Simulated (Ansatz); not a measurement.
# C3H6Si: rigid scan of one bond length

How does the energy of C3H6Si change as one bond is stretched? The task is a rigid scan of one bond length, for C3H6Si.

Program: the Python package of Ansatz 0.2.0. Level of theory: r2SCAN/cc-pVDZ. These are calculated values, not measurements.

## 1. The structure

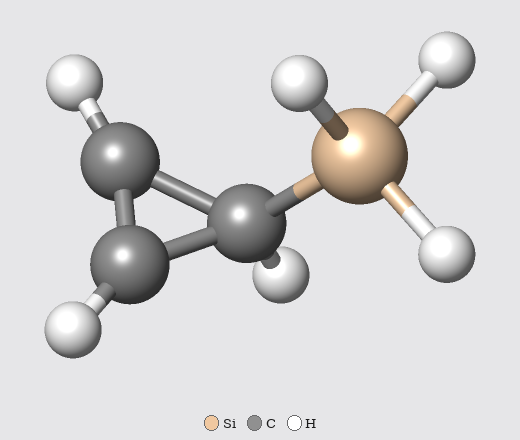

The structure that the script starts from, seen from a chosen angle (silicon light orange, carbon grey, hydrogen white).

c3h6si.xyz, read by the script:

```xyz
10

Si   -1.06020    0.54120   -0.63330
C    -0.02000   -0.62250    0.24590
C     1.36110   -0.59040   -0.01250
C     1.05620   -0.10970    1.13960
H    -1.55550    0.00460   -1.95660
H    -2.31700    0.89700    0.16510
H    -0.38480    1.87130   -0.91960
H    -0.41510   -1.56180    0.47850
H     2.20380   -0.79790   -0.61180
H     1.21460    0.31710    2.10770
```

## 2. The code

scan_c3h6si.py reads:

```python
# -*- coding: utf-8 -*-
'''Stretching a bond of C3H6Si, the rest held rigid.'''

import ansatz as az
import numpy as np

c3h6si = az.Crystal.molecule_from_extxyz('c3h6si.xyz')

symbols = [site.symbol for site in c3h6si.cartesian_sites]
start = np.array([site.position_ang for site in c3h6si.cartesian_sites])
axis = (start[7] - start[1]) / np.linalg.norm(start[7] - start[1])
moving = [7]
lengths, energies = [0.92, 0.962, 1.003, 1.045, 1.087, 1.129, 1.171, 1.233], []
for length in lengths:
    xyz = start.copy()
    xyz[moving] += (length - np.linalg.norm(start[7] - start[1])) * axis
    point = az.Crystal.molecule()
    for symbol, place in zip(symbols, xyz):
        point = point.atom(symbol, place.tolist())
    calc = point.calculation().basis(gaussian='cc-pVDZ').functional('r2SCAN')
    data = calc.run(threads=1).report
    energies.append(data['free_energy_ev'])
    print(f'r = {length:6.3f} A  E = {energies[-1]:.5f} eV  <S^2> = {abs(data["mean_field"]["state"]["spin_squared"]):.3f}')

# quartic fit about the minimum
fit = np.polynomial.Polynomial.fit(lengths, np.array(energies) - min(energies), 4).convert()
roots = [r.real for r in fit.deriv().roots() if abs(r.imag) < 1e-9 and fit.deriv(2)(r.real) > 0]
r_e = min(roots, key=lambda r: abs(r - lengths[int(np.argmin(energies))]))
print(f'minimum of the fit at {r_e:.4f} A, force constant {fit.deriv(2)(r_e):.2f} eV/A^2')
```

## 3. The run

The run is started by

```bash
$ python scan_c3h6si.py
```

Output:

```text
r =  0.920 A  E = -11079.33697 eV  <S^2> = 0.000
r =  0.962 A  E = -11079.70466 eV  <S^2> = 0.000
r =  1.003 A  E = -11079.94209 eV  <S^2> = 0.000
r =  1.045 A  E = -11080.08693 eV  <S^2> = 0.000
r =  1.087 A  E = -11080.15347 eV  <S^2> = 0.000
r =  1.129 A  E = -11080.15897 eV  <S^2> = 0.000
r =  1.171 A  E = -11080.11731 eV  <S^2> = 0.000
r =  1.233 A  E = -11079.99265 eV  <S^2> = 0.000
minimum of the fit at 1.1119 A, force constant 29.27 eV/A^2
```

It took 40 s on 1 thread of Arm Neoverse V1, shared host; peak memory 0.21 GiB.

## 4. The runs side by side

The 8 runs, in the order started:

| run | distance (Å) | energy from run 6 (eV) | SCF cycles | CPU time (s) |
| --- | --- | --- | --- | --- |
| 1 | 0.92 | 0.8220 | 16 | 5 |
| 2 | 0.96 | 0.4543 | 16 | 5.1 |
| 3 | 1.00 | 0.2169 | 16 | 5.1 |
| 4 | 1.04 | 0.0720 | 16 | 4.6 |
| 5 | 1.09 | 0.0055 | 16 | 5 |
| 6 | 1.13 | 0.0000 | 16 | 4.7 |
| 7 | 1.17 | 0.0417 | 16 | 4.6 |
| 8 | 1.23 | 0.1663 | 16 | 5.1 |

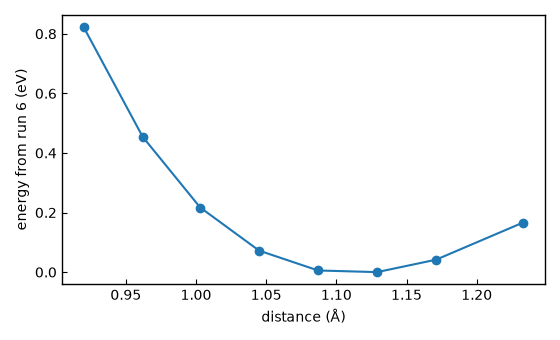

Energy against distance; lines join the points.

## 5. What came out

| quantity | value |
| --- | --- |
| bond length at the fit's minimum | 1.1119 Å |
| runs compared | 8 |
| range of energy | 0.822 eV |
| lowest point, distance (Å) | 1.13 |

What this shows: The curve has its lowest point inside the range, at 1.13. The ends stand 0.822 and 0.166 eV above it. The distance scanned is the script's pair 1, 7. What to keep in mind:
- The rest of the molecule is held rigid at a force-field or estimated start geometry, and the basis set is modest; single-reference methods fail as a bond breaks.
- The orbitals are restricted, so S² is zero by construction.
